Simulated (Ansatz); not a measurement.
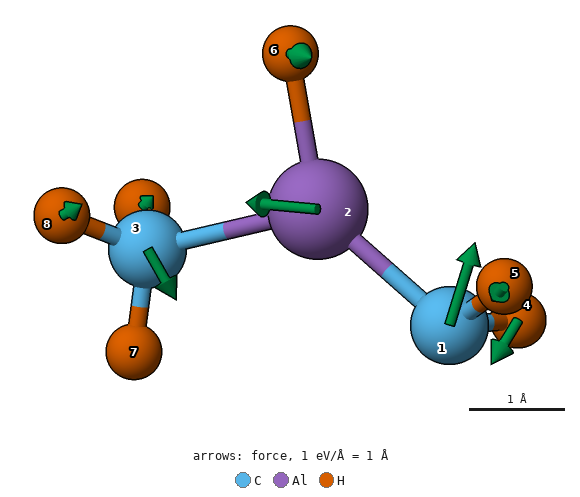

Starting geometry of C2H6Al (charge −1) with the computed forces as green arrows. Style: ball-and-stick. Shown at a tilt.

Theory: Ansatz, RKS PBE0-D4/def2-TZVPD.

Input
```yaml
crystal:
  periodic: [false, false, false]
  atoms:
    - {symbol: C, position_ang: [-1.039050, 0.705040, -1.637100]}
    - {symbol: Al, position_ang: [0.041550, 0.612860, -0.081130]}
    - {symbol: C, position_ang: [0.703240, -1.096730, 0.882310]}
    - {symbol: H, position_ang: [-2.092210, 0.804060, -1.267670]}
    - {symbol: H, position_ang: [-0.840760, 1.683200, -2.141370]}
    - {symbol: H, position_ang: [0.750410, 1.675640, 0.993490]}
    - {symbol: H, position_ang: [0.455260, -2.008450, 0.317280]}
    - {symbol: H, position_ang: [1.787340, -1.144150, 1.064480]}
    - {symbol: H, position_ang: [0.234220, -1.231460, 1.869710]}
basis:
  gaussian: {orbitals: def2-TZVPD}
total_charge: -1
hamiltonian: {xc: pbe0, dispersion: d4}
relax: {f_tol: 0.005, max_steps: 200}
```

Command:
```bash
ansatz run in.yaml --threads 2 --pin off --events-out ev --progress --plain --max-ram 4352MiB
```

> Is this structure relaxed? If not, where do the atoms go?

It isn't relaxed: the largest force vector, on Al2, is 0.96 eV/Å. The final displacements follow the starting forces only in part (cosine between the two patterns 0.49). The atom that moves furthest after the best rigid fit is H4 (1.07 Å). By element the largest moves are H 1.07 Å, C 0.37 Å, Al 0.20 Å. Near-neighbour distances that change, for instance: Al2–C3 2.071 → 2.007 Å, C1–Al2 1.897 → 1.837 Å, Al2–H6 1.669 → 1.635 Å, C1–H4 1.120 → 1.093 Å. Among the angles between lasting bonds that change: Al2–C1–H4 105.6° → 124.2°, Al2–C1–H5 108.1° → 124.2°, C3–Al2–H6 95.2° → 111.1°. Over 16 geometry steps the energy falls by 83.7 kJ/mol. The largest force component goes from 0.8 to 0.00052 eV/Å. The forces were under the threshold at step 13, but the run went on from there.
